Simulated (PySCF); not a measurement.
**C₃H₅F₃GeN₂: electronic excitations**

What electronic excitations should C₃H₅F₃GeN₂ (`N#[C][GeH2][NH]CC(F)(F)F`) show?

Computed with PySCF 2.14.0, with density-fitted response routines of our own, on a single molecule in the gas phase. Atoms are numbered from 0 throughout.

### Step 1. The molecule as given

14 atoms, charge 0, multiplicity 1; geometry from: GFN2-xTB.

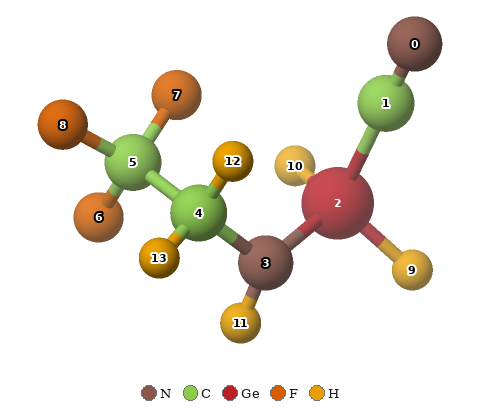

As it starts; nitrogen brown, carbon green, germanium red, fluorine orange, hydrogen amber, atoms numbered; sticks join atoms by distance.

### Step 2. TDDFT and polarisability: wB97X-D/def2-SVPD

Job settings and geometry (Å):

```
{"job": {"kind": "uv", "xc": "wB97X-D", "basis": "def2-SVPD", "nstates": 8, "ntriplets": 3}, "charge": 0, "multiplicity": 1}
N      1.784399     2.771468    -0.424237
C      1.715362     1.630222    -0.468450
Ge     1.594914    -0.281264    -0.526281
N      0.474815    -0.673305     0.866321
C     -0.792361    -0.001630     0.979307
C     -1.630915    -0.183544    -0.279008
F     -1.709222    -1.473625    -0.642163
F     -1.064247     0.458639    -1.321271
F     -2.877639     0.273915    -0.162851
H      2.906003    -0.878874    -0.115921
H      1.197901    -0.686964    -1.919643
H      0.389658    -1.661636     1.064917
H     -0.623987     1.074315     1.092201
H     -1.365359    -0.368191     1.834912
```

Method: TDDFT wB97X-D/def2-SVPD, vertical, gas phase, core orbitals frozen in the response.

The run is started by

```bash
$ OMP_NUM_THREADS=1 python probes_run.py task.json out
```

One launch serves the whole session: the jobs run in the order shown.

The log of the run:

```text
coarse grid: 61456 points
cycle   1  E = -2602.4101321737  dE =  7.770e-01  |g| = 1.084e+00  |ddm| = 4.892e+00
cycle   2  E = -2602.3266193216  dE =  8.351e-02  |g| = 1.350e+00  |ddm| = 2.674e+00
cycle   3  E = -2602.6311282074  dE = -3.045e-01  |g| = 1.526e-01  |ddm| = 1.393e+00
cycle   4  E = -2602.6349068942  dE = -3.779e-03  |g| = 7.665e-02  |ddm| = 2.118e-01
cycle   5  E = -2602.6361149857  dE = -1.208e-03  |g| = 1.372e-02  |ddm| = 1.150e-01
cycle   6  E = -2602.6361525247  dE = -3.754e-05  |g| = 4.034e-03  |ddm| = 3.495e-02
cycle   7  E = -2602.6361554184  dE = -2.894e-06  |g| = 9.690e-04  |ddm| = 1.514e-02
final grid: 130320 points
cycle   8  E = -2602.6354579483  dE = -1.402e-06  |g| = 1.384e-03  |ddm| = 1.236e-02
cycle   9  E = -2602.6354580149  dE = -6.663e-08  |g| = 1.304e-03  |ddm| = 4.066e-03
cycle  10  E = -2602.6354581702  dE = -1.553e-07  |g| = 7.924e-05  |ddm| = 1.320e-03
cycle  11  E = -2602.6354581722  dE = -2.008e-09  |g| = 6.533e-05  |ddm| = 5.652e-04
cycle  12  E = -2602.6354581732  dE = -9.977e-10  |g| = 2.466e-05  |ddm| = 3.108e-04
converged SCF energy = -2602.6354581732

Static polarisability (au): isotropic 75.138, principal 66.355 77.592 81.468

Singlet excitations
state   eV       nm        f      main configurations
  1   6.3179    196.2   0.01398   H->L 0.95
  2   7.3298    169.2   0.00298   H-1->L 0.47, H->L+1 0.09
  3   7.3793    168.0   0.01230   H->L+2 0.41, H->L+1 0.38
  4   7.5214    164.8   0.01543   H->L+2 0.43, H->L+1 0.38
  5   7.6859    161.3   0.01536   H->L+3 0.71
  6   7.7749    159.5   0.00808   H-2->L 0.32, H-1->L+2 0.20
  7   7.8660    157.6   0.00235   H-2->L+2 0.45, H-2->L+1 0.19
  8   8.0512    154.0   0.03327   H->L+4 0.65, H->L+5 0.14

Triplet excitations (Tamm-Dancoff, eV): 5.9845 6.2230 6.7812
```

Run time: 3.5 min. Hardware: 1 thread of Intel Xeon at 2.50GHz, shared host; peak memory 1.1 GiB.

The orbitals next to the gap, with their largest atomic shares:

```csv
orbital,eV,atoms
HOMO−3,-12.35,"N0 68 %, C1 19 %, Ge2 6 %"
HOMO−2,-12.04,"N0 46 %, C1 38 %, N3 5 %"
HOMO−1,-11.75,"N0 34 %, C1 28 %, Ge2 15 %"
HOMO,-9.84,"N3 59 %, Ge2 9 %, C4 9 %"
LUMO,1.03,"Ge2 29 %, C1 18 %, N0 17 %"
LUMO+1,1.66,"Ge2 42 %, C1 16 %, H10 14 %"
LUMO+2,1.81,"Ge2 31 %, C1 23 %, N0 23 %"
```

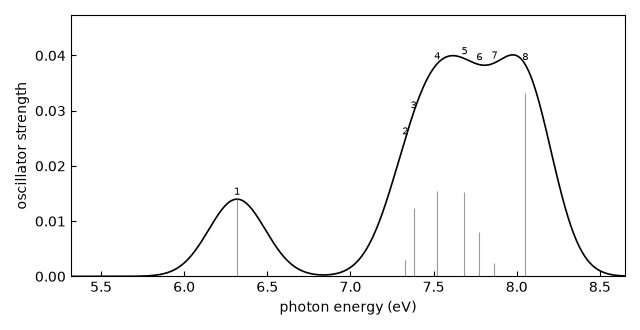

Absorption spectrum from the 8 singlet states computed; above the last one it falls off for lack of states. Lines are broadened to a width of 0.40 eV (Gaussian).

Ground-state properties from the same run:

```csv
property,computed
dipole moment (D),4.15
polarisability (Å³),11.13
HOMO–LUMO gap (eV),10.87
−ε(HOMO) (eV),9.84
```

### Step 3. Results

| quantity | value |
| --- | --- |
| lowest singlet (wB97X-D/def2-SVPD) | 6.32 eV (196 nm), f = 0.014 |
| brightest single state of those computed | state 8, 8.05 eV, f = 0.033 |
| lowest triplet | 5.98 eV |

The first singlet state (HOMO→LUMO 0.95) lies at 6.32 eV and is weak; of the 8 states computed, the strongest absorption comes from state 8 at 8.05 eV (the last computed, so partners may be missing). The lowest triplet lies 0.33 eV below the lowest singlet (triplets in Tamm-Dancoff, singlets in full TDDFT).
